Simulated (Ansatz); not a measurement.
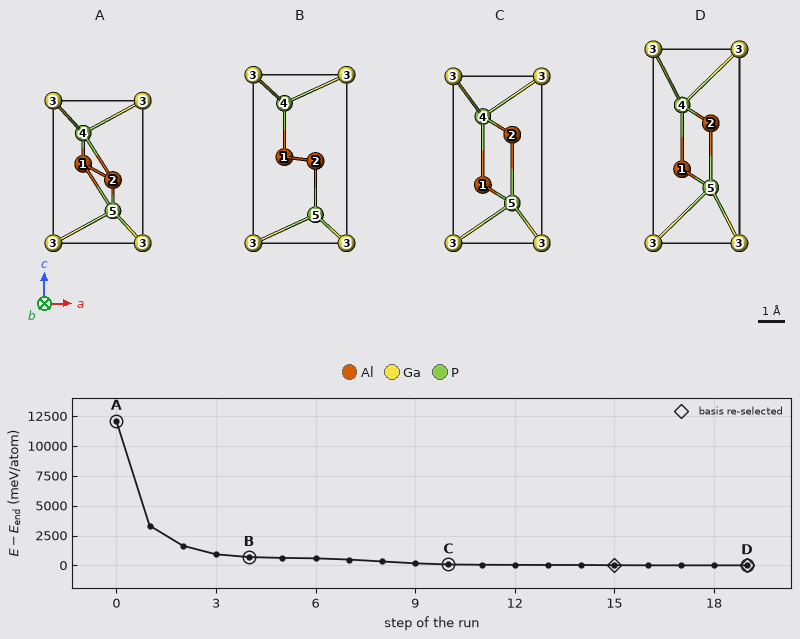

Frames of a relaxation of crystalline Al2GaP2 (a generated structure, set up in P-3m1) (coarse preliminary run), marked on the history of the run. Style: ball-and-stick. Shown: the cell of the calculation, along the b axis.

These are results of DFT PBE, scalar-relativistic, plane waves, PAW in Ansatz 0.2.0, not measurements.

Input file:
```yaml
crystal:
  lattice:
    - [4.08537809, 0.0, 0.0]
    - [-2.04268905, 3.53804121, 0.0]
    - [0.0, 0.0, 5.65015411]
  atoms:
    - { symbol: Al, position: [0.33333333, 0.66666667, 0.55685687] }
    - { symbol: Al, position: [0.66666667, 0.33333333, 0.44314313] }
    - { symbol: Ga, position: [0.0, 0.0, 0.0] }
    - { symbol: P, position: [0.33333333, 0.66666667, 0.77231658] }
    - { symbol: P, position: [0.66666667, 0.33333333, 0.22768342] }
basis:
  ecutwfc: 420
kpoints:
  mp_grid: { grid: [6, 6, 4] }
hamiltonian:
  xc: pbe
scf:
  occupations: { method: gaussian, width: 0.1 }
  lower_state_search: "off"
output:
  forces: true
  stress: true
  eigenvalues: true
relax:
  adjacent_minimum: "off"
  f_tol: 0.04
  max_steps: 70
  cell: { stress_tol: 0.4 }
```

Launched with:
```bash
ansatz run input.yaml --threads 1 --pin off --max-ram 2560MiB --backend cpu --events-out ev --progress --plain --runs-dir out
```

Q: What happens along the run?

A: The largest moves relative to the cell, 1.35 Å, are those of Al1 and Al2. Al2 goes along +c. By element the largest moves are Al 1.35 Å, P 0.46 Å. Ga stays in place. The drawn cell changes as follows: a = b 4.085 → 3.938 Å (−3.6 %), c 5.650 → 7.686 Å (+36.0 %); the volume changes by +26.4 %. Among the contacts that change: Al1–P4 1.217 → 2.545 Å, Al1–P5 3.004 → 2.386 Å, Ga3–P4 2.687 → 3.169 Å, Al1–Al2 2.445 → 2.912 Å. The space group stays P-3m1 (No. 164). Over 17 accepted moves (19 points after the start) the energy falls by 12102 meV per atom. Largest force component: 94 eV/Å at the start, 0.032 eV/Å at the end. The pressure goes from 160.90 to −0.21 GPa. The SCF was repeated twice at an unchanged geometry on a basis and grid sized afresh for the cell, which shifted the energy by 19.1 meV per atom at most. From step 0 to 4: P atoms move most (0.39 Å), volume +28.6 %, energy −11410 meV per atom. From step 4 to 10: Al atoms move most (1.07 Å), volume −10.9 %, energy −620 meV per atom. From step 10 to 19: P atoms move most (0.36 Å), volume +10.3 %, energy −72.7 meV per atom.

```json
{"step": "0", "E − E(0), meV/atom": "0.00", "largest force component, eV/Å": "93.9723", "pressure, GPa": "160.90", "volume, Å³/atom": "16.334", "note": ""}
{"step": "1", "E − E(0), meV/atom": "-8767.60", "largest force component, eV/Å": "29.6951", "pressure, GPa": "64.62", "volume, Å³/atom": "17.752", "note": ""}
{"step": "2", "E − E(0), meV/atom": "-10454.03", "largest force component, eV/Å": "13.6118", "pressure, GPa": "32.77", "volume, Å³/atom": "18.772", "note": ""}
{"step": "3", "E − E(0), meV/atom": "-11175.33", "largest force component, eV/Å": "5.6068", "pressure, GPa": "14.25", "volume, Å³/atom": "19.951", "note": ""}
{"step": "4", "E − E(0), meV/atom": "-11409.72", "largest force component, eV/Å": "2.3360", "pressure, GPa": "5.07", "volume, Å³/atom": "20.998", "note": ""}
{"step": "5", "E − E(0), meV/atom": "-11478.49", "largest force component, eV/Å": "1.0929", "pressure, GPa": "1.29", "volume, Å³/atom": "21.356", "note": ""}
{"step": "6", "E − E(0), meV/atom": "-11514.39", "largest force component, eV/Å": "0.8319", "pressure, GPa": "-0.18", "volume, Å³/atom": "21.071", "note": ""}
{"step": "7", "E − E(0), meV/atom": "-11616.39", "largest force component, eV/Å": "1.0583", "pressure, GPa": "-2.60", "volume, Å³/atom": "20.386", "note": ""}
{"step": "8", "E − E(0), meV/atom": "-11774.14", "largest force component, eV/Å": "1.1108", "pressure, GPa": "-4.08", "volume, Å³/atom": "19.707", "note": ""}
{"step": "9", "E − E(0), meV/atom": "-11932.70", "largest force component, eV/Å": "1.3806", "pressure, GPa": "-3.51", "volume, Å³/atom": "19.079", "note": ""}
{"step": "10", "E − E(0), meV/atom": "-12029.28", "largest force component, eV/Å": "0.6065", "pressure, GPa": "0.22", "volume, Å³/atom": "18.707", "note": ""}
{"step": "11", "E − E(0), meV/atom": "-12052.34", "largest force component, eV/Å": "0.1468", "pressure, GPa": "2.15", "volume, Å³/atom": "18.448", "note": ""}
{"step": "12", "E − E(0), meV/atom": "-12062.61", "largest force component, eV/Å": "0.0546", "pressure, GPa": "1.01", "volume, Å³/atom": "19.045", "note": ""}
{"step": "13", "E − E(0), meV/atom": "-12070.38", "largest force component, eV/Å": "0.0599", "pressure, GPa": "-0.29", "volume, Å³/atom": "19.540", "note": ""}
{"step": "14", "E − E(0), meV/atom": "-12071.04", "largest force component, eV/Å": "0.0355", "pressure, GPa": "0.09", "volume, Å³/atom": "19.485", "note": ""}
{"step": "15", "E − E(0), meV/atom": "-12090.19", "largest force component, eV/Å": "0.0265", "pressure, GPa": "1.12", "volume, Å³/atom": "19.485", "note": "same geometry, new basis"}
{"step": "16", "E − E(0), meV/atom": "-12098.55", "largest force component, eV/Å": "0.0444", "pressure, GPa": "0.27", "volume, Å³/atom": "20.076", "note": ""}
{"step": "17", "E − E(0), meV/atom": "-12101.23", "largest force component, eV/Å": "0.0604", "pressure, GPa": "0.44", "volume, Å³/atom": "20.517", "note": ""}
{"step": "18", "E − E(0), meV/atom": "-12101.37", "largest force component, eV/Å": "0.0314", "pressure, GPa": "-0.23", "volume, Å³/atom": "20.641", "note": ""}
{"step": "19", "E − E(0), meV/atom": "-12101.95", "largest force component, eV/Å": "0.0319", "pressure, GPa": "-0.21", "volume, Å³/atom": "20.641", "note": "same geometry, new basis"}
```
